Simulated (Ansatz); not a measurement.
# C2H8Si (SMILES C[SiH2]C): B3LYP/def2-SVP

What is the electronic atomisation energy of C2H8Si at B3LYP/def2-SVP? 

The results are computed with Ansatz 0.2.0.

50 further runs of the same task are left out: 50 set aside as unsound or not needed.

### 1 The system as given

The species is C2H8Si (11 atoms), meant as a singlet with charge 0. SMILES: `C[SiH2]C`. Geometry: relaxed at PBE0-D4/def2-TZVP.

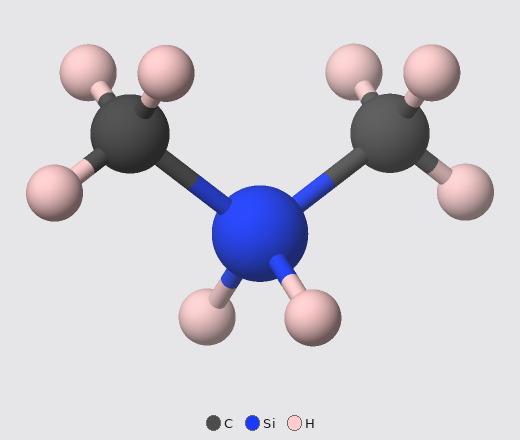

Viewed from a chosen angle; carbon dark grey, silicon blue, hydrogen pink.

### 2 A single-point energy at B3LYP/def2-SVP

File job.yaml:

```yaml
crystal:
  periodic: [false, false, false]
  atoms:
    - {symbol: C, position_ang: [-1.050200, 0.967200, -0.661200]}
    - {symbol: Si, position_ang: [-0.309200, -0.653200, -0.087600]}
    - {symbol: C, position_ang: [1.346600, -0.392300, 0.745700]}
    - {symbol: H, position_ang: [-2.015800, 0.806900, -1.146100]}
    - {symbol: H, position_ang: [-0.391700, 1.464600, -1.377800]}
    - {symbol: H, position_ang: [-1.204900, 1.644900, 0.182100]}
    - {symbol: H, position_ang: [-0.139900, -1.564200, -1.256100]}
    - {symbol: H, position_ang: [-1.245100, -1.319300, 0.863300]}
    - {symbol: H, position_ang: [2.058200, 0.075200, 0.060400]}
    - {symbol: H, position_ang: [1.772600, -1.342000, 1.077400]}
    - {symbol: H, position_ang: [1.244800, 0.255200, 1.620300]}
basis:
  gaussian:
    orbitals: def2-SVP
accuracy: high
hamiltonian:
  xc: {name: B3LYP}
output: {orbitals: {seedname: orbitals}}
```

Run with:

```bash
$ ansatz run job.yaml --threads 1 --pin off --max-ram 3480MiB --events-out events.jsonl --progress --plain --runs-dir runs
```

Standard output:

```text
Warning: RAYON_NUM_THREADS=1 ignored (pool sized by the plan → 1); use --threads N
Functional definition: B3LYP
  name "B3LYP"
  parameter a0 = 0.2
  parameter ax = 0.72
  parameter ac = 0.81
  exchange = (1 - a0 - ax)*slater_x + ax*b88_x + a0*exact_x
  correlation = (1 - ac)*vwn_rpa_c + ac*lyp_c
2062 factors; integrals over basis functions are off by at most 3.6e-9 eV
mean field evaluation 1: about -10070.3770 eV, gradient 6.0e1 eV
mean field evaluation 2: about -10066.2381 eV, gradient 6.8e1 eV
mean field evaluation 4: about -10079.1143 eV, gradient 9.9e-1 eV
mean field evaluation 8: about -10079.2625 eV, gradient 1.8e-2 eV
mean field evaluation 16: about -10079.2625 eV, gradient 2.2e-6 eV
mean field -10079.26246017 eV, -370.4060634417 hartree, gradient 2.4e-8 eV, S^2 0.000000; 0 other end points of the search recorded, 0 dependent functions left out
reference -10079.26250275 eV, -370.4060650066 hartree; 17, 17 occupied and 69, 69 virtual orbitals, 2062 factors
Total energy: -10079.26250275 eV, -370.4060650066 hartree
```

Wall time 7.5 s (1 thread of Arm Neoverse V2, shared host); peak memory 0.28 GiB.

### 3 The C atom

File in.yaml:

```yaml
crystal:
  periodic: [false, false, false]
  atoms:
    - {symbol: C, position_ang: [0.000000, 0.000000, 0.000000]}
basis:
  gaussian:
    orbitals: def2-SVP
magnetization:
  spin_polarized: true
  initial_magnetization: 2
hamiltonian:
  xc: {name: B3LYP}
accuracy: high
```

Run the same way, it converges to -37.81406 Eh (log not shown).

### 4 The H atom at the same level

File in.yaml:

```yaml
crystal:
  periodic: [false, false, false]
  atoms:
    - {symbol: H, position_ang: [0.000000, 0.000000, 0.000000]}
basis:
  gaussian:
    orbitals: def2-SVP
magnetization:
  spin_polarized: true
  initial_magnetization: 1
hamiltonian:
  xc: {name: B3LYP}
accuracy: high
```

Run the same way, it converges to -0.50126 Eh (log not shown).

### 5 The Si atom at the same level

File in.yaml:

```yaml
crystal:
  periodic: [false, false, false]
  atoms:
    - {symbol: Si, position_ang: [0.000000, 0.000000, 0.000000]}
basis:
  gaussian:
    orbitals: def2-SVP
hamiltonian:
  xc: {name: B3LYP}
accuracy: high
magnetization:
  spin_polarized: true
  initial_magnetization: 2
```

Run with:

```bash
$ ansatz run in.yaml --threads 1 --pin off --max-ram 3480MiB --events-out events.jsonl --progress --plain --runs-dir runs
```

Standard output, cut to the lines that bear on the results:

```text
Warning: RAYON_NUM_THREADS=1 ignored (pool sized by the plan → 1); use --threads N
[... 7 set-up lines as earlier in the session ...]
134 factors; integrals over basis functions are off by at most 2.5e-9 eV
mean field evaluation 1: about -7872.0331 eV, gradient 2.0e0 eV
mean field evaluation 2: about -7872.0783 eV, gradient 5.5e-1 eV
mean field evaluation 4: about -7872.0820 eV, gradient 1.5e-1 eV
mean field evaluation 8: about -7872.0822 eV, gradient 2.9e-4 eV
mean field evaluation 16: about -7871.9859 eV, gradient 2.8e0 eV
mean field evaluation 32: about -7872.0822 eV, gradient 1.0e-4 eV
mean field -7872.08215133 eV, -289.2936831724 hartree, gradient 4.2e-8 eV, S^2 2.002729; 1 other end points of the search recorded, 0 dependent functions left out
reference -7872.08217320 eV, -289.2936839760 hartree; 8, 6 occupied and 10, 12 virtual orbitals, 134 factors
Total energy: -7872.08217320 eV, -289.2936839760 hartree
```

It took 0.99 s on 1 thread of Arm Neoverse V2, shared host.

### 6 Outcome

Level: B3LYP/def2-SVP.

| quantity | value |
| --- | --- |
| molecule: total energy | -370.40607 Eh |
| molecule: HOMO energy | -8.56 eV |
| molecule: LUMO energy | 1.34 eV |
| molecule: HOMO–LUMO gap | 9.89 eV |
| C atom: total energy | -37.81406 Eh |
| C atom: ⟨S²⟩ | 2.003 |
| H atom: total energy | -0.50126 Eh |
| H atom: ⟨S²⟩ | 0.750 |
| Si atom: total energy | -289.29368 Eh |
| Si atom: ⟨S²⟩ | 2.003 |
| electronic atomisation energy | 40.115 eV |

Taking the molecule apart into free atoms costs 40.11 eV (3870 kJ/mol), before zero-point energy and without spin-orbit coupling.
